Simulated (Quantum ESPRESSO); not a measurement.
**SiC (Moissanite 3C): from Born charge to LO-TO splitting**

Wanted: the LO mode of SiC (Moissanite 3C) from the TO mode and the field response.

Calculated with Quantum ESPRESSO 7.5; DFT LDA, scalar-relativistic, plane waves, JTH PAW pseudopotentials.

## Step 1: The relaxed structure

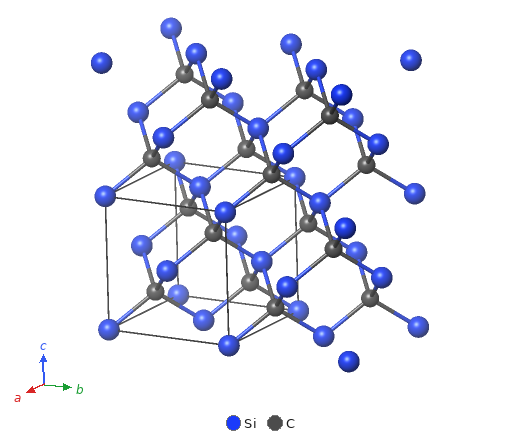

The starting structure, seen slightly off an axis (silicon blue, carbon dark grey). 1×2×2 cells are drawn. This picture shows the conventional cell, with its axes. Bonds to atoms that aren't drawn are left out. Some periodic images of atoms are drawn too.

This is the cell after its relaxation at this level of theory, not the database cell from which that began.

## Step 2: What the response run gave

A linear-response run on the relaxed cell, with the response to an electric field; only its zone-centre results are used. Cutoff 60 Ry, k mesh 12×12×12.

Output:

```text
[banners, grids, parts of the stress and lines that vanish by symmetry left out]
Program PHONON v.7.5
     Reading xml data from directory:

[...]
Exchange-correlation= PW
                           (   1   4   0   0   0   0   0)
[...]
kinetic-energy cut-off    =      60.0000  Ry
     charge density cut-off    =     480.0000  Ry
     convergence threshold     =      1.0E-18
[...]
Exchange-correlation= PW
                           (   1   4   0   0   0   0   0)
[...]
q = (   0.0000000   0.0000000   0.0000000 )
     25 Sym.Ops. (with q -> -q+G )
     G cutoff =  812.9209  (  24309 G-vectors)     FFT grid: ( 45, 45, 45)
     G cutoff =  406.4604  (   8609 G-vectors)  smooth grid: ( 30, 30, 30)
     number of k points=    72
[...]
Mode symmetry, T_d (-43m)  point group:
[...]
Dielectric constant
[...]
End of electric fields calculation
          Dielectric constant in cartesian axis
          (       6.934798428       0.000000000       0.000000000 )
          (       0.000000000       6.934798428      -0.000000000 )
          (       0.000000000       0.000000000       6.934798428 )
          Effective charges (d Force / dE) in cartesian axis without acoustic sum rule applied (asr)
           atom    1  Si    Mean Z*:        2.71014
      Ex  (        2.71014       -0.00000        0.00000 )
      Ey  (        0.00000        2.71014        0.00000 )
      Ez  (        0.00000        0.00000        2.71014 )
           atom    2  C     Mean Z*:       -2.71128
      Ex  (       -2.71128        0.00000       -0.00000 )
      Ey  (        0.00000       -2.71128       -0.00000 )
      Ez  (       -0.00000       -0.00000       -2.71128 )
          Effective charges Sum: Mean:       -0.00114
[...]
Effective charges (d Force / dE) in cartesian axis with asr applied:
           atom    1  Si    Mean Z*:        2.71071
[...]
atom    2  C     Mean Z*:       -2.71071
[...]
Representation #   1 modes #   1   2   3
[...]
End of self-consistent calculation
     Convergence has been achieved
     Representation #   2 modes #   4   5   6
[...]
End of self-consistent calculation
     Convergence has been achieved
[...]
Dielectric constant in cartesian axis
          (       6.934798428       0.000000000       0.000000000 )
          (       0.000000000       6.934798428      -0.000000000 )
          (       0.000000000       0.000000000       6.934798428 )
          Effective charges (d Force / dE) in cartesian axis without acoustic sum rule applied (asr)
           atom    1  Si    Mean Z*:        2.71014
      Ex  (        2.71014       -0.00000        0.00000 )
      Ey  (        0.00000        2.71014        0.00000 )
      Ez  (        0.00000        0.00000        2.71014 )
           atom    2  C     Mean Z*:       -2.71128
      Ex  (       -2.71128        0.00000       -0.00000 )
      Ey  (        0.00000       -2.71128       -0.00000 )
      Ez  (       -0.00000       -0.00000       -2.71128 )
          Effective charges Sum: Mean:       -0.00114
[...]
Effective charges (d Force / dE) in cartesian axis with asr applied:
           atom    1  Si    Mean Z*:        2.71071
[...]
atom    2  C     Mean Z*:       -2.71071
[...]
q = (    0.000000000   0.000000000   0.000000000 )
[...]
freq (    1) =       0.006491 [THz] =       0.216501 [cm-1]
     freq (    2) =       0.006491 [THz] =       0.216501 [cm-1]
     freq (    3) =       0.006491 [THz] =       0.216501 [cm-1]
     freq (    4) =      23.946941 [THz] =     798.783956 [cm-1]
     freq (    5) =      23.946941 [THz] =     798.783956 [cm-1]
     freq (    6) =      23.946941 [THz] =     798.783956 [cm-1]
[...]
Mode symmetry, T_d (-43m)  point group:
     freq (   1-   3) =          0.2  [cm-1]   --> T_2  G_15 P_4   I+R
     freq (   4-   6) =        798.8  [cm-1]   --> T_2  G_15 P_4   I+R

   JOB DONE.
```

```tsv
quantity	value
cell volume Ω (Å³)	20.253
mass of Si (u)	28.085
mass of C (u)	12.011
Born charge of Si, raw (e)	2.710
Born charge of C, raw (e)	-2.711
ε∞	6.935
ω(TO) after the sum rule (cm⁻¹)	798.8
```

## Step 3: The calculation

The charges must sum to zero over the cell; taking off their mean, -0.001 e, leaves Z* = 2.711 e on Si. In the polar mode Si moves against C, so the reduced mass is μ = 28.09 × 12.01 / 40.10 = 8.413 u.

A longitudinal wave builds up a field that adds to the restoring force: ω(LO)² = ω(TO)² + 4π Z*² / (μ Ω ε∞), in Hartree atomic units. With μ = 15336 electron masses and Ω = 136.68 bohr³ the second term is 6.3524e-06 Ha², or 305988 cm⁻² (1 Ha = 219474.6 cm⁻¹).

So ω(LO) = √(638049 + 305988) = 971.6 cm⁻¹, and by the Lyddane-Sachs-Teller relation ε₀ = ε∞ (ω(LO)/ω(TO))² = 10.26.

## Step 4: Check against the program

The analysis program adds the same non-analytic term to the full matrix, here for q along (1 0 0).

Output:

```text
[banner, memory and clock lines left out]
Program DYNMAT v.7.5

     Reading Dynamical Matrix from file g.dyn
     ...Force constants read
     ...epsilon and Z* read

     Polarizability (A^3 units)
     multiply by 0.335766 for Clausius-Mossotti correction
         9.565104    0.000000    0.000000
         0.000000    9.565104    0.000000
         0.000000   -0.000000    9.565104

     IR activities are in (D/A)^2/amu units

# mode   [cm-1]    [THz]      IR
    1     -0.00   -0.0000    0.0000
    2      0.00    0.0000    0.0000
    3      0.00    0.0000    0.0000
    4    798.78   23.9469   20.1503
    5    798.78   23.9469   20.1503
    6    971.62   29.1284   20.1503
```

ε₀ comes from the program's run without a direction of q.

```tsv
quantity	by hand	program
ω(LO) (cm⁻¹)	971.6	971.6
ε₀	10.26	10.26
```

## Step 5: What came out

| Quantity | Value |
| --- | --- |
| TO mode | 798.8 cm⁻¹ |
| LO mode | 971.6 cm⁻¹ |
| static dielectric constant | 10.26 |

The LO mode of SiC (Moissanite 3C) lies at 972 cm⁻¹, 173 cm⁻¹ above the TO mode; the formula meets the program within 0.1 cm⁻¹, as it must for a cubic crystal with one polar mode. ω(LO)² − ω(TO)² goes with Z*²/ε∞: an error of 5 % in ε∞ would move the LO mode by 7.5 cm⁻¹, and semilocal functionals tend to overestimate ε∞. These are harmonic values at zero temperature, at the volume of this functional, for the structure held cubic; stability elsewhere in the zone is no part of this calculation.

[Host names and launcher messages were left out of these logs when they were recorded.]

[Logs are printed without paths, hosts, clocks, repeated set-up lines and the standing remarks that a program may print on its own settings, such as how far it seeks lower states.]

[Hosts, paths, dates, database ids (printed as entryN), source tags and the programs' standing remarks are cut or masked in the printed files.]
